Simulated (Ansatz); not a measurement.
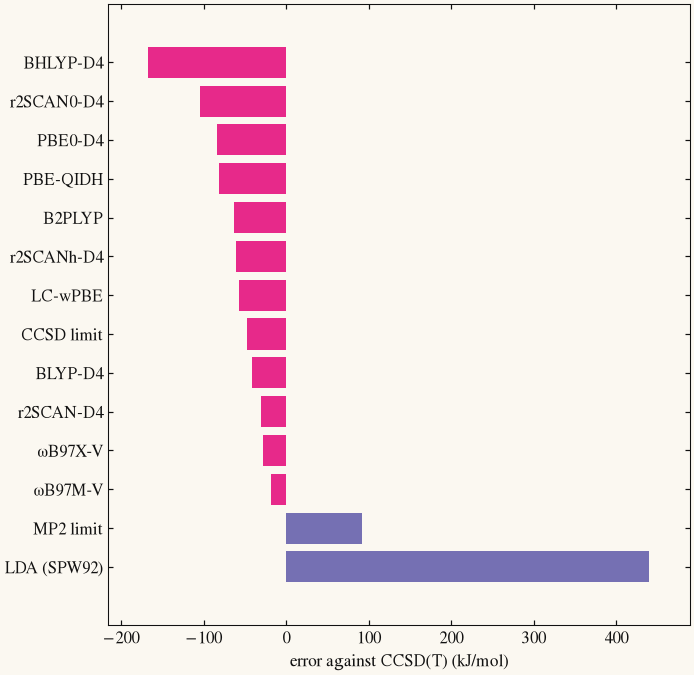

Error in the electronic atomisation energy (method less reference, so positive means overbinding) of SiH₄O₃, SMILES O[SiH](O)O: functionals in def2-TZVPP against frozen-core CCSD(T) at the limit (MP2 extrapolated from triple and quadruple zeta, plus CCSD(T) less MP2 in a smaller set), which gives 3173.5 kJ/mol, at a PBE0-D4/def2-TZVP geometry (a minimum by its frequencies), no zero-point or spin-orbit term, the Ansatz code. The reference leaves out core correlation, a term that grows with the number of heavy atoms. PBE-QIDH and B2PLYP hold a correlation term that converges slowly with the basis, so part of the distance to the limit is basis error. No dispersion term is added to PBE-QIDH, B2PLYP and LC-wPBE. Limit means the basis limit.

Which of these levels overbind, and which underbind?

Overbind: MP2 limit and LDA (SPW92). Underbind: BHLYP-D4, r2SCAN0-D4, PBE0-D4, PBE-QIDH, B2PLYP, r2SCANh-D4, LC-wPBE, CCSD limit, BLYP-D4, r2SCAN-D4 and ωB97X-V. Within 20 kJ/mol of zero, too close to call in view of what the reference leaves out: ωB97M-V.

Give the values.

```
      level  kJ/mol
   BHLYP-D4  −166.9
 r2SCAN0-D4  −104.0
    PBE0-D4   −83.7
   PBE-QIDH   −81.6
     B2PLYP   −62.8
 r2SCANh-D4   −60.2
    LC-wPBE   −57.4
 CCSD limit   −47.0
    BLYP-D4   −41.2
  r2SCAN-D4   −30.0
    ωB97X-V   −27.9
    ωB97M-V   −18.4
  MP2 limit    92.0
LDA (SPW92)   440.5
```
